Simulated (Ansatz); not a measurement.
The calculation's input:

```
crystal:
  periodic: [false, false, false]
  atoms:
    - { symbol: B, position_ang: [0.0, 0.0, 0.0] }
    - { symbol: Cl, position_ang: [0.0, 0.0, 2.21] }
    - { symbol: F, position_ang: [1.1431, 0.0, -0.66] }
    - { symbol: Cl, position_ang: [-1.6108, 0.0, -0.93] }
    - { symbol: O, position_ang: [-0.219, -1.6079, 0.5392] }
    - { symbol: H, position_ang: [-0.6224, -2.1606, -0.2037] }
    - { symbol: H, position_ang: [-0.1624, -1.1927, 1.6085] }
basis:
  gaussian: { orbitals: def2-SVP }
hamiltonian:
  xc: revpbe
relax:
  f_tol: 0.15
  max_steps: 25
  restrain:
    - { distance: [0, 4], at: 1.41, k: 30.0 }
    - { distance: [6, 1], at: 1.37, k: 30.0 }
    - { distance: [0, 1], at: 3.06, k: 30.0 }
    - { distance: [6, 4], at: 2.21, k: 30.0 }
output:
  orbitals: {}
```

Run with:

```sh
ansatz run input.yaml --threads 2 --pin off --max-ram 3072MiB --backend cpu --events-out ev --progress --plain --runs-dir out
```

The fields are those of the run's last geometry, not of the input's.

Not at a stationary point (largest force 1.0 eV/Å).

Level of theory: RKS revPBE/def2-SVP in Ansatz.

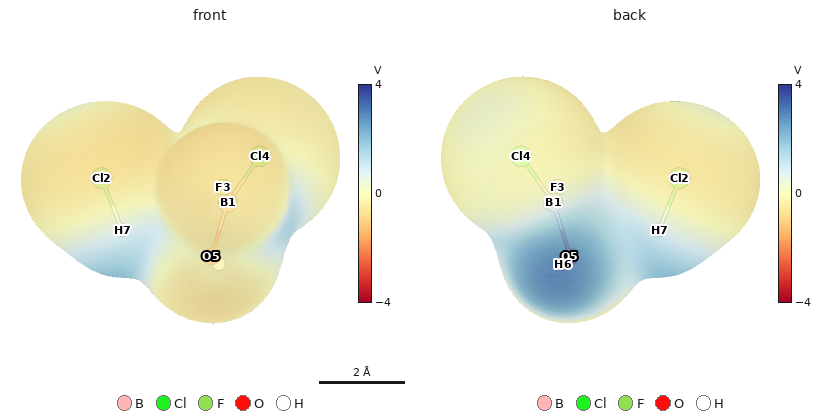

BClFHO···HCl. The electrostatic potential painted on the density surface at 0.002 e/bohr³, seen from the front and from behind; the colour scale runs from red (negative) to blue (positive).

> Describe the electrostatic potential map.

The most negative region (about −0.7 V) lies over Cl2, F3 and O5, the most positive (about +3.0 V) over H6. Cl2 shows a σ-hole: about +0.3 V at the tip opposite its bond, against about −0.4 V on its flanks. Cl4 shows a σ-hole: about +0.3 V at the tip opposite its bond, against about −0.1 V on its flanks.
